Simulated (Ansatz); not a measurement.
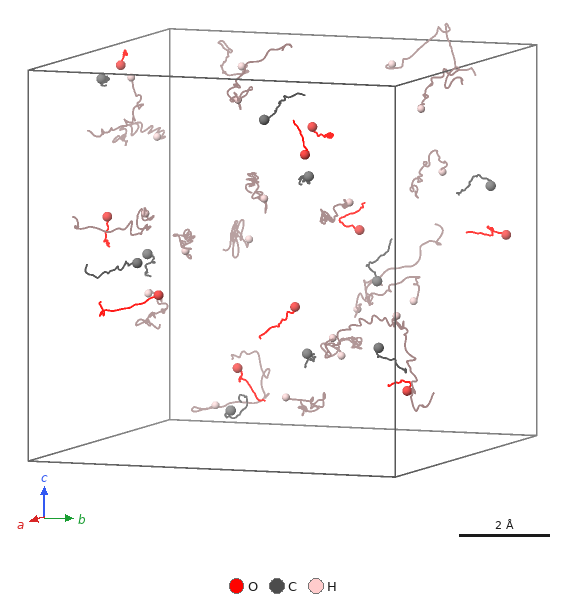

First-principles dynamics of a periodic cell with 10 H2CO at 0.743 g/cm³, 150 fs long. Lines trace each atom's path, in the colour of its element; spheres stand at the starting positions. Seen slightly off an axis in the simulation cell.

These are results of DFT PBE-D3(BJ), scalar-relativistic, plane waves, PAW (Ansatz), not measurements. Run with plane-wave cutoff 420 eV; k-point mesh 1 × 1 × 1; Fermi-Dirac smearing 0.05 eV; Langevin thermostat (NVT); set temperature 700 K; time step 0.5 fs; friction 0.02 per fs.

Describe the motion.

Root-mean-square distances from the starting positions over the second half, with the common drift of all atoms taken out: H 1.26 Å, O 0.74 Å, C 0.70 Å. The heavy atoms stay within a fraction of a molecule's size of their starting places, while the hydrogen atoms travel further, as molecules turn; so short a run doesn't tell a liquid from a solid. Over the second half the temperature averages 737 K (spread ±72 K). The potential energy in the second half lies on average 62.4 meV per atom above the first frame.
